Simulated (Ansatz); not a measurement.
hcp Sc, treated with LDA (plane waves, PAW; Ansatz, a first-principles code).

Settings: plane-wave cutoff 520 eV, 18×18×10 k mesh (along the axes of the cell as run), Fermi–Dirac smearing 0.05 eV, scalar-relativistic PAW data made under PBE.

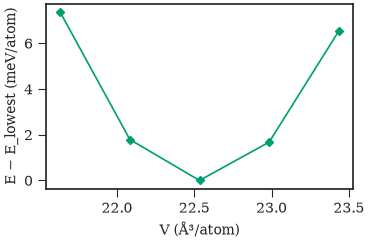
Total energy against volume

Task: From the curve, estimate the equilibrium volume and the bulk modulus.

Result: V0 ≈ 22.5 Å³/atom and B0 ≈ 62 GPa; the fit gives V0 = 22.535 Å³/atom, B0 = 61.6 GPa, B′ = 3.3.

Shape and atoms are relaxed at each volume.

Measured, for comparison: bulk modulus 55.6 GPa (zero-point energy and finite temperature contributions removed, our sources range from 44.5 to 55.6; as tabulated in doi:10.1021/acs.jctc.3c00612). Computed (rounded) less measured: bulk modulus not scored (sources differ).

Note: the bulk modulus comes from volumes at which shape and atoms were relaxed.

It cost around 2.5 core-minutes (rough) of CPU time.
